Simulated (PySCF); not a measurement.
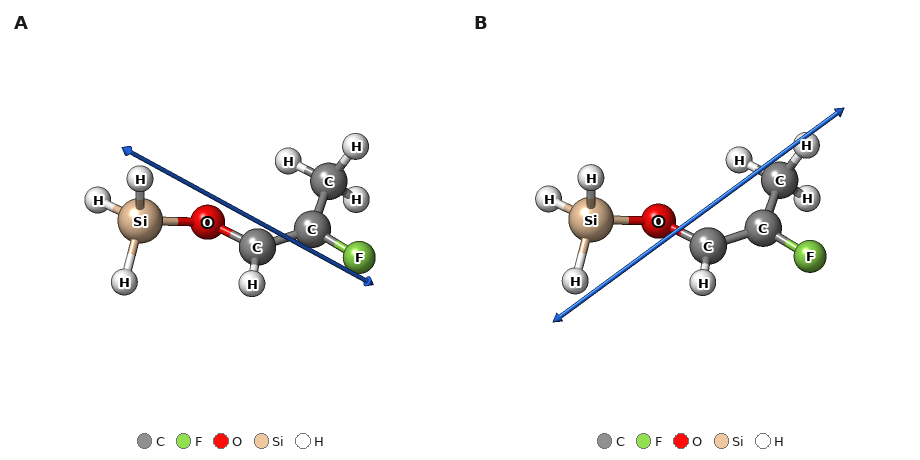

The double arrows show the directions of two transition dipoles from the ground state (lengths mean nothing). Computed geometry: PBE0-D3(BJ)/def2-SVP optimisation. No frequency run is at hand to confirm it as a minimum. Properties computed with TDDFT B3LYP/def2-SVPD, vertical, gas phase, core orbitals frozen in the response (PySCF 2.14.0).

One belongs to singlet state 2 and one to singlet state 6. Which is which?

A: state 2, 5.94 eV (209 nm), oscillator strength 0.016, mainly HOMO → LUMO+2 (weight 0.83).
B: state 6, 6.83 eV (181 nm), oscillator strength 0.062, mainly HOMO → LUMO+5 (weight 0.72).
